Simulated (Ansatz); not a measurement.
# AlSiH (singlet): correlated methods under varied settings at a displaced geometry (v1)

Aim: run AlSiH (singlet) at one geometry under a spread of methods and options, and see what each costs and gives.

Computed with Ansatz 0.2.0, Gaussian basis. Level: the settings change from run to run.

17 further runs of the same task are left out: 7 that didn't finish, 10 set aside as unsound or not needed.

### 1 What is computed

The geometry is a PBE0/def2-TZVP stationary point (not a proven minimum) with its atoms shifted at random (size 0.040 Å).

3 atoms, charge 0, spin multiplicity 1.

Atoms are counted from 1 here; the program's logs count them from 0.

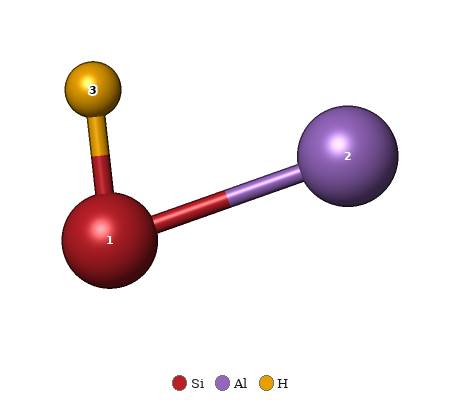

The geometry (silicon red, aluminium purple, hydrogen amber); atoms are numbered from 1 in the order of the file.

### 2 CCSDT(Q) on RHF/def2-mTZVP

in.yaml reads:

```yaml
crystal:
  periodic: [false, false, false]
  atoms:
    - {symbol: Si, position_ang: [-0.000446, -0.059018, 1.284043]}
    - {symbol: Al, position_ang: [-0.001279, 0.005205, -1.372411]}
    - {symbol: H, position_ang: [0.046685, 1.505172, 0.959166]}
basis:
  gaussian: {orbitals: def2-mTZVP}
magnetization: {spin_polarized: false}
correlation: {method: ccsdt_q, electrons: outside_noble_gas}
scf: {omitted_lower_state_checks: [cluster_reference]}
```

On the command line:

```console
ansatz run in.yaml --threads 1 --pin off --events-out ev --progress --plain --max-ram 2393MiB
```

The program printed (excerpt; [...] marks lines left out):

```text
Functional definition: HF
  name "HF"
  cite "Fock, Z. Phys. 61, 126 (1930) doi:10.1007/BF01340294"
  parent pbe
[...]
723 factors; integrals over basis functions are off by at most 1.5e-7 eV
[...]
mean field -14457.95025818 eV, -531.3198720373 hartree, gradient 1.5e-6 eV, S^2 0.000000; 8 other end points of the search recorded, 0 dependent functions left out; unrestricted orbitals would lower it
10 core orbitals not correlated: weight in the atoms' cores, before any rotation towards them, 1.000 or more for the frozen orbitals, at most 0.000 for the correlated occupied ones
reference -14457.95025818 eV, -531.3198720373 hartree; 4, 4 occupied and 33, 33 virtual orbitals, 723 factors
second order -2.76651855 eV of doubles, -0.00000000 eV of singles
cycle   1  -3.36031492 eV  change   -5.9e-1 eV  update   9.3e-2
[...]
cycle  27  -3.88475865 eV  change   -7.3e-7 eV  update   8.6e-7
perturbative correction -0.01128671 eV, -0.0004147790 hartree
Total energy: -14461.84630354 eV, -531.4630490634 hartree
Checks for a lower state left out: cluster_reference
```

Run time: 3.8 s. Hardware: 1 thread of AMD EPYC 7B13, shared host.

From the report: correlation -3.8960 eV; T1 0.019; largest double amplitude 0.22.

### 3 MP2 on UHF/cc-pVDZ

in.yaml reads:

```yaml
crystal:
  periodic: [false, false, false]
  atoms:
    - {symbol: Si, position_ang: [-0.000446, -0.059018, 1.284043]}
    - {symbol: Al, position_ang: [-0.001279, 0.005205, -1.372411]}
    - {symbol: H, position_ang: [0.046685, 1.505172, 0.959166]}
basis:
  gaussian: {orbitals: cc-pVDZ}
magnetization: {spin_polarized: true, initial_magnetization: 0}
correlation: {method: mp2, electrons: outside_noble_gas}
```

The command is unchanged.

The program printed (excerpt; [...] marks lines left out):

```text
Functional definition: HF
  name "HF"
  cite "Fock, Z. Phys. 61, 126 (1930) doi:10.1007/BF01340294"
  parent pbe
[...]
411 factors; integrals over basis functions are off by at most 1.2e-3 eV
[...]
mean field -14458.80303626 eV, -531.3512110540 hartree, gradient 2.7e-6 eV, S^2 1.126686; 23 other end points of the search recorded, 0 dependent functions left out
10 core orbitals not correlated: weight in the atoms' cores, before any rotation towards them, 1.000 or more for the frozen orbitals, at most 0.000 for the correlated occupied ones
reference -14458.80303626 eV, -531.3512110540 hartree; 4, 4 occupied and 27, 27 virtual orbitals, 411 factors
second order -2.88470105 eV of doubles, -0.00000000 eV of singles
Total energy: -14461.68773732 eV, -531.4572218623 hartree
```

It took 2.4 s on 1 thread of AMD EPYC 7B13, shared host.

From the report: ⟨S²⟩ of the determinant 1.127 (pure singlet: 0.00). The determinant is far from a pure spin state, so its energy mixes those of several spin states (harmless only where they are near-degenerate, as at dissociation).

### 4 CCSD on RHF/cc-pVDZ

Edit in.yaml of step 3 so:

```diff
@@ -8,3 +8,4 @@
   gaussian: {orbitals: cc-pVDZ}
-magnetization: {spin_polarized: true, initial_magnetization: 0}
-correlation: {method: mp2, electrons: outside_noble_gas}
+magnetization: {spin_polarized: false}
+correlation: {method: ccsd, electrons: outside_noble_gas, diis_vectors: 12}
+output: {forces: true}
```

Launched as before.

The program printed (excerpt; [...] marks lines left out):

```text
Functional definition: HF
  name "HF"
  cite "Fock, Z. Phys. 61, 126 (1930) doi:10.1007/BF01340294"
  parent pbe
[...]
411 factors; integrals over basis functions are off by at most 1.2e-3 eV
[...]
mean field -14458.12228416 eV, -531.3261938758 hartree, gradient 9.8e-7 eV, S^2 0.000000; 9 other end points of the search recorded, 0 dependent functions left out; unrestricted orbitals would lower it
determinant -14458.12228416 eV, -531.3261938758 hartree, with singles and doubles -14462.55331132 eV, -531.4890311203 hartree
determinant -14456.99477203 eV, -531.2847585692 hartree, with singles and doubles -14461.95679314 eV, -531.4671094817 hartree
10 core orbitals not correlated: weight in the atoms' cores, before any rotation towards them, 1.000 or more for the frozen orbitals, at most 0.000 for the correlated occupied ones
reference -14458.12228416 eV, -531.3261938758 hartree; 4, 4 occupied and 27, 27 virtual orbitals, 411 factors
second order -3.33811850 eV of doubles, -0.00000000 eV of singles
cycle   1  -4.43099253 eV  change    3.5e-5 eV  update   2.7e-3
[...]
cycle  13  -4.43220102 eV  change   -1.0e-8 eV  update   2.9e-7
[...]
Total energy: -14462.55448518 eV, -531.4890742589 hartree
Atom 0 at    -0.000446    -0.059018     1.284043 Å, force     0.016454     0.544177    -0.058286 eV/Å
Atom 1 at    -0.001279     0.005205    -1.372411 Å, force    -0.000642    -0.018201    -0.085374 eV/Å
Atom 2 at     0.046685     1.505172     0.959166 Å, force    -0.015812    -0.525976     0.143660 eV/Å
Dipole moment:    -0.002336    -0.071828    -0.149423 e Å
```

Run time: 1.3 s. Hardware: 1 thread of AMD EPYC 7B13, shared host.

From the report: correlation -4.4322 eV; T1 0.018; largest double amplitude 0.10.

### 5 CCSDT(Q)/B/def2-SVP

in.yaml reads:

```yaml
crystal:
  periodic: [false, false, false]
  atoms:
    - {symbol: Si, position_ang: [-0.000446, -0.059018, 1.284043]}
    - {symbol: Al, position_ang: [-0.001279, 0.005205, -1.372411]}
    - {symbol: H, position_ang: [0.046685, 1.505172, 0.959166]}
basis:
  gaussian: {orbitals: def2-SVP, fitting: {mean_field: def2-universal-jkfit}}
magnetization: {spin_polarized: false}
hamiltonian: {xc: {name: B3LYP}, pseudopotentials: {relativity: scalar}}
correlation: {method: ccsdt_q_b, electrons: outside_noble_gas}
```

Launched as before.

The program printed (excerpt; [...] marks lines left out):

```text
Functional definition: B3LYP
  name "B3LYP"
  cite "Stephens, Devlin, Chabalowski & Frisch, J. Phys. Chem. 98, 11623 (1994) doi:10.1021/j100096a001"
  cite "Becke, Phys. Rev. A 38, 3098 (1988) doi:10.1103/PhysRevA.38.3098"
  cite "Lee, Yang & Parr, Phys. Rev. B 37, 785 (1988) doi:10.1103/PhysRevB.37.785"
  cite "Vosko, Wilk & Nusair, Can. J. Phys. 58, 1200 (1980) doi:10.1139/p80-159"
[...]
274 factors; integrals over basis functions are off by at most 4.1e-1 eV
[...]
mean field -14509.51890330 eV, -533.2149847910 hartree, gradient 2.6e-6 eV, S^2 0.000000; 6 other end points of the search recorded, 0 dependent functions left out; unrestricted orbitals would lower it
10 core orbitals not correlated: weight in the atoms' cores, before any rotation towards them, 1.000 or more for the frozen orbitals, at most 0.000 for the correlated occupied ones
reference -14478.65166518 eV, -532.0806347130 hartree; 4, 4 occupied and 27, 27 virtual orbitals, 274 factors
second order -3.41291325 eV of doubles, -0.14023279 eV of singles
cycle   1  -4.13461061 eV  change   -5.9e-1 eV  update   9.0e-2
[...]
cycle  28  -4.64953734 eV  change   -3.6e-7 eV  update   6.4e-7
perturbative correction -0.01402697 eV, -0.0005154815 hartree
Total energy: -14483.31522949 eV, -532.2520175401 hartree
Relativity: scalar
```

It took 3.6 s on 1 thread of AMD EPYC 7B13, shared host.

From the report: correlation -4.6636 eV; T1 0.014; largest double amplitude 0.21. The orbitals are Kohn-Sham ones, so correlation energy and T1 don't compare with those on Hartree-Fock orbitals.

### 6 BCCD(T)/6-31++G**

in.yaml reads:

```yaml
crystal:
  periodic: [false, false, false]
  atoms:
    - {symbol: Si, position_ang: [-0.000446, -0.059018, 1.284043]}
    - {symbol: Al, position_ang: [-0.001279, 0.005205, -1.372411]}
    - {symbol: H, position_ang: [0.046685, 1.505172, 0.959166]}
basis:
  gaussian: {orbitals: "6-31++G**"}
magnetization: {spin_polarized: false}
hamiltonian: {xc: {name: PBE0}}
correlation: {method: bccd_t, electrons: outside_noble_gas}
scf: {omitted_lower_state_checks: [cluster_reference]}
```

Same command.

The program printed (excerpt; [...] marks lines left out):

```text
Functional definition: PBE0
  name "PBE0"
  cite "Adamo & Barone, J. Chem. Phys. 110, 6158 (1999) doi:10.1063/1.478522"
  cite "Perdew, Burke & Ernzerhof, Phys. Rev. Lett. 77, 3865 (1996) doi:10.1103/PhysRevLett.77.3865"
  parent pbe
[...]
429 factors; integrals over basis functions are off by at most 8.0e-4 eV
[...]
mean field -14480.13134596 eV, -532.1350119785 hartree, gradient 6.8e-7 eV, S^2 0.000000; 6 other end points of the search recorded, 0 dependent functions left out; unrestricted orbitals would lower it
10 core orbitals not correlated: weight in the atoms' cores, before any rotation towards them, 1.000 or more for the frozen orbitals, at most 0.000 for the correlated occupied ones
reference -14457.01124309 eV, -531.2853638692 hartree; 4, 4 occupied and 38, 38 virtual orbitals, 429 factors
second order -3.28214152 eV of doubles, -0.11255342 eV of singles
cycle   1  -3.94624240 eV  change   -5.5e-1 eV  update   8.3e-2
[...]
cycle  15  -4.27785082 eV  change    2.3e-6 eV  update   3.0e-6
perturbative correction -0.13595285 eV, -0.0049961752 hartree
Total energy: -14461.42504676 eV, -531.4475681624 hartree
Checks for a lower state left out: cluster_reference
```

It took 2.9 s on 1 thread of AMD EPYC 7B13, shared host.

From the report: correlation -4.4138 eV; largest double amplitude 0.09.

### 7 NEVPT2(6,4)/cc-pVDZ

in.yaml reads:

```yaml
crystal:
  periodic: [false, false, false]
  atoms:
    - {symbol: Si, position_ang: [-0.000446, -0.059018, 1.284043]}
    - {symbol: Al, position_ang: [-0.001279, 0.005205, -1.372411]}
    - {symbol: H, position_ang: [0.046685, 1.505172, 0.959166]}
basis:
  gaussian: {orbitals: cc-pVDZ}
correlation: {method: sc_nevpt2, electrons: valence, active_space: {window: {electrons: 6, orbitals: 4}}}
```

Launched as before.

The program printed (excerpt; [...] marks lines left out):

```text
Functional definition: HF
  name "HF"
  cite "Fock, Z. Phys. 61, 126 (1930) doi:10.1007/BF01340294"
  parent pbe
[...]
411 factors; integrals over basis functions are off by at most 1.2e-3 eV
[...]
mean field -14458.12228416 eV, -531.3261938758 hartree, gradient 9.8e-7 eV, S^2 0.000000; 8 other end points of the search recorded, 0 dependent functions left out; unrestricted orbitals would lower it
reference -14458.12228416 eV, -531.3261938758 hartree; 14, 14 occupied and 27, 27 virtual orbitals, 411 factors
state -14458.62436442 eV, -531.3446449847 hartree
state -14458.62436442 eV, -531.3446449847 hartree; corrected -14461.21869635 eV, -531.4399849249 hartree
state -14458.54990558 eV, -531.3419086729 hartree
state -14458.54990558 eV, -531.3419086729 hartree; corrected -14461.16794973 eV, -531.4381200208 hartree
state -14458.62436442 eV, -531.3446449847 hartree; corrected -14461.21869635 eV, -531.4399849249 hartree
state -14458.58153572 eV, -531.3430710593 hartree
state -14458.58153572 eV, -531.3430710593 hartree; corrected -14461.16401206 eV, -531.4379753142 hartree
state -14458.62436442 eV, -531.3446449847 hartree; corrected -14461.21869635 eV, -531.4399849249 hartree
[...]
WARN: 1 active orbitals are nearly empty or full. The corrections depend on them more than the energy does, and are more stable in an active space without them
Total energy: -14461.21869635 eV, -531.4399849249 hartree
```

Wall time 2.5 s (1 thread of AMD EPYC 7B13, shared host).

From the report: 10 determinants; active occupations 2.00, 2.00, 1.92, 0.08. The report marks this result as in doubt.

### 8 MRCISD+Q(2,2)/STO-3G

Edit in.yaml of step 7 so:

```diff
@@ -7,3 +7,3 @@
 basis:
-  gaussian: {orbitals: cc-pVDZ}
-correlation: {method: sc_nevpt2, electrons: valence, active_space: {window: {electrons: 6, orbitals: 4}}}
+  gaussian: {orbitals: STO-3G}
+correlation: {method: fic_mrcisd_q, electrons: outside_noble_gas, active_space: {window: {electrons: 2, orbitals: 2}}}
```

Same command.

The program printed (excerpt; [...] marks lines left out):

```text
Functional definition: HF
  name "HF"
  cite "Fock, Z. Phys. 61, 126 (1930) doi:10.1007/BF01340294"
  parent pbe
[...]
199 factors; integrals over basis functions are off by at most 3.1e-5 eV
[...]
mean field -14285.86460799 eV, -524.9958410370 hartree, gradient 3.9e-6 eV, S^2 0.000000; 2 other end points of the search recorded, 0 dependent functions left out; unrestricted orbitals would lower it
reference -14285.86460799 eV, -524.9958410370 hartree; 14, 14 occupied and 5, 5 virtual orbitals, 199 factors
state -14286.41406493 eV, -525.0160332069 hartree
contracted CI cycle   1: correlation 0.00000000 eV, 0.0000000000 hartree, residual 6.13e0 eV
contracted CI cycle   2: correlation -1.58732845 eV, -0.0583332446 hartree, residual 1.55e0 eV
contracted CI cycle   3: correlation -1.68165238 eV, -0.0617995851 hartree, residual 4.13e-1 eV
[...]
contracted CI cycle   5: correlation -1.86158976 eV, -0.0684121617 hartree, residual 1.12e-1 eV
contracted CI cycle   6: correlation -1.86236237 eV, -0.0684405547 hartree, residual 7.82e-2 eV
contracted CI cycle   7: correlation -1.86268036 eV, -0.0684522408 hartree, residual 3.72e-2 eV
contracted CI cycle   8: correlation -1.86275087 eV, -0.0684548318 hartree, residual 1.65e-2 eV
contracted CI cycle   9: correlation -1.86276453 eV, -0.0684553338 hartree, residual 9.01e-3 eV
contracted CI cycle  10: correlation -1.86276911 eV, -0.0684555022 hartree, residual 4.99e-3 eV
contracted CI cycle  11: correlation -1.86277005 eV, -0.0684555365 hartree, residual 1.68e-3 eV
contracted CI cycle  12: correlation -1.86277014 eV, -0.0684555402 hartree, residual 5.98e-4 eV
state -14286.22836362 eV, -525.0092088097 hartree; corrected -14288.24871268 eV, -525.0834552681 hartree
state -14286.41406493 eV, -525.0160332069 hartree; corrected -14288.25082478 eV, -525.0835328863 hartree
[...]
Total energy: -14288.25082478 eV, -525.0835328863 hartree
```

Wall time 0.48 s (1 thread of AMD EPYC 7B13, shared host).

From the report: 4 determinants; active occupations 1.96, 0.04.

### 9 MRCISD+Q(2,2)/cc-pVDZ

Edit in.yaml of step 8 so:

```diff
@@ -7,3 +7,3 @@
 basis:
-  gaussian: {orbitals: STO-3G}
+  gaussian: {orbitals: cc-pVDZ}
 correlation: {method: fic_mrcisd_q, electrons: outside_noble_gas, active_space: {window: {electrons: 2, orbitals: 2}}}
```

Same command.

The program printed (excerpt; [...] marks lines left out):

```text
Functional definition: HF
  name "HF"
  cite "Fock, Z. Phys. 61, 126 (1930) doi:10.1007/BF01340294"
  parent pbe
[...]
411 factors; integrals over basis functions are off by at most 1.2e-3 eV
[...]
mean field -14458.12228416 eV, -531.3261938758 hartree, gradient 9.8e-7 eV, S^2 0.000000; 8 other end points of the search recorded, 0 dependent functions left out; unrestricted orbitals would lower it
reference -14458.12228416 eV, -531.3261938758 hartree; 14, 14 occupied and 27, 27 virtual orbitals, 411 factors
state -14458.62013884 eV, -531.3444896978 hartree
contracted CI cycle   1: correlation 0.00000000 eV, 0.0000000000 hartree, residual 1.17e1 eV
contracted CI cycle   2: correlation -3.46900137 eV, -0.1274834490 hartree, residual 2.19e0 eV
contracted CI cycle   3: correlation -3.62121722 eV, -0.1330772784 hartree, residual 7.59e-1 eV
contracted CI cycle   4: correlation -3.63975733 eV, -0.1337586148 hartree, residual 2.82e-1 eV
[...]
contracted CI cycle   7: correlation -3.70962065 eV, -0.1363260445 hartree, residual 3.11e-2 eV
contracted CI cycle   8: correlation -3.70965470 eV, -0.1363272957 hartree, residual 1.66e-2 eV
contracted CI cycle   9: correlation -3.70966394 eV, -0.1363276354 hartree, residual 9.24e-3 eV
contracted CI cycle  10: correlation -3.70966681 eV, -0.1363277408 hartree, residual 5.40e-3 eV
contracted CI cycle  11: correlation -3.70966766 eV, -0.1363277719 hartree, residual 2.39e-3 eV
contracted CI cycle  12: correlation -3.70966781 eV, -0.1363277775 hartree, residual 9.04e-4 eV
contracted CI cycle  13: correlation -3.70966783 eV, -0.1363277784 hartree, residual 3.61e-4 eV
state -14458.53233177 eV, -531.3412628475 hartree; corrected -14462.75340183 eV, -531.4963843108 hartree
state -14458.53233177 eV, -531.3412628475 hartree; corrected -14462.75340183 eV, -531.4963843108 hartree
WARN: the results are in doubt because another end's mean lies 0.088 eV lower, and its corrected mean 0.017 eV higher
Total energy: -14462.75340183 eV, -531.4963843108 hartree
In doubt: another end's mean lies 0.088 eV lower, and its corrected mean 0.017 eV higher
```

It took 2 s on 1 thread of AMD EPYC 7B13, shared host.

From the report: 4 determinants; active occupations 1.97, 0.03. The program marks this result as in doubt; its last lines say why.

### 10 BCCD(T) on UHF/6-31++G**

in.yaml reads:

```yaml
crystal:
  periodic: [false, false, false]
  atoms:
    - {symbol: Si, position_ang: [-0.000446, -0.059018, 1.284043]}
    - {symbol: Al, position_ang: [-0.001279, 0.005205, -1.372411]}
    - {symbol: H, position_ang: [0.046685, 1.505172, 0.959166]}
basis:
  gaussian: {orbitals: "6-31++G**"}
magnetization: {spin_polarized: true, initial_magnetization: 0}
correlation: {method: bccd_t, electrons: valence}
accuracy: high
```

Same command.

The program printed (excerpt; [...] marks lines left out):

```text
Functional definition: HF
  name "HF"
  cite "Fock, Z. Phys. 61, 126 (1930) doi:10.1007/BF01340294"
  parent pbe
[...]
915 factors; integrals over basis functions are off by at most 3.9e-9 eV
[...]
mean field -14457.84704467 eV, -531.3160790109 hartree, gradient 2.0e-8 eV, S^2 1.097855; 28 other end points of the search recorded, 0 dependent functions left out
determinant -14457.84704467 eV, -531.3160790109 hartree, with singles and doubles -14461.58174895 eV, -531.4533268618 hartree
determinant -14457.78073695 eV, -531.3136422473 hartree, with singles and doubles -14461.56860899 eV, -531.4528439771 hartree
determinant -14456.70954100 eV, -531.2742765223 hartree, with singles and doubles -14460.59643426 eV, -531.4171172147 hartree
determinant -14456.57894078 eV, -531.2694770524 hartree, with singles and doubles -14460.81326037 eV, -531.4250854271 hartree
[...]
determinant -14457.84704467 eV, -531.3160790109 hartree, with singles and doubles -14461.58364900 eV, -531.4533966872 hartree
determinant -14457.78073695 eV, -531.3136422473 hartree, with singles and doubles -14461.56848816 eV, -531.4528395368 hartree
10 core orbitals not correlated: weight in the atoms' cores, before any rotation towards them, 1.000 or more for the frozen orbitals, at most 0.000 for the correlated occupied ones
reference -14457.78073695 eV, -531.3136422473 hartree; 4, 4 occupied and 38, 38 virtual orbitals, 915 factors
second order -2.82688747 eV of doubles, -0.00000000 eV of singles
cycle   1  -3.78041942 eV  change    7.3e-3 eV  update   1.2e-2
[...]
cycle  32  -3.77741458 eV  change  -3.8e-10 eV  update  6.7e-10
perturbative correction -0.18687511 eV, -0.0068675335 hartree
WARN: the results are in doubt because among natural orbitals full CI differs from the method by +0.438 eV
Total energy: -14461.74502664 eV, -531.4593272063 hartree
In doubt: among natural orbitals full CI differs from the method by +0.438 eV
```

Wall time 29 s (1 thread of AMD EPYC 7B13, shared host).

From the report: ⟨S²⟩ of the determinant 1.082 (pure singlet: 0.00); correlation -3.9643 eV; largest double amplitude 0.10. The determinant is far from a pure spin state, so its energy mixes those of several spin states (harmless only where they are near-degenerate, as at dissociation). Mind the lines of doubt at the end of the log.

### 11 All runs side by side

 † marks a result that the program doubts.

```tsv
level	correlated	functions	energy (eV)	time
CCSDT(Q) on RHF/def2-mTZVP	outside noble gas	47	-14461.8463	3.8 s
MP2 on UHF/cc-pVDZ	outside noble gas	41	-14461.6877	2.4 s
CCSD on RHF/cc-pVDZ	outside noble gas	41	-14462.5545	1.3 s
CCSDT(Q)/B/def2-SVP (on B3LYP orbitals, relativity set)	outside noble gas	41	-14483.3152	3.6 s
BCCD(T)/6-31++G** (on PBE0 orbitals)	outside noble gas	52	-14461.4250	2.9 s
NEVPT2(6,4)/cc-pVDZ †	valence	41	-14461.2187	2.5 s
MRCISD+Q(2,2)/STO-3G	outside noble gas	19	-14288.2508	0.48 s
MRCISD+Q(2,2)/cc-pVDZ †	outside noble gas	41	-14462.7534	2 s
BCCD(T) on UHF/6-31++G** †	valence	52	-14461.7450	29 s
```

### 12 Results

| quantity | value |
| --- | --- |
| runs | 9 |
| quickest | MRCISD+Q(2,2)/STO-3G, 0.48 s |
| slowest | BCCD(T) on UHF/6-31++G** †, 29 s |

Total energies in different bases, with other cores or another treatment of relativity can't be set against each other. BCCD(T) on UHF/6-31++G** † took 60 times as long as MRCISD+Q(2,2)/STO-3G; the jobs differ in more than the method.
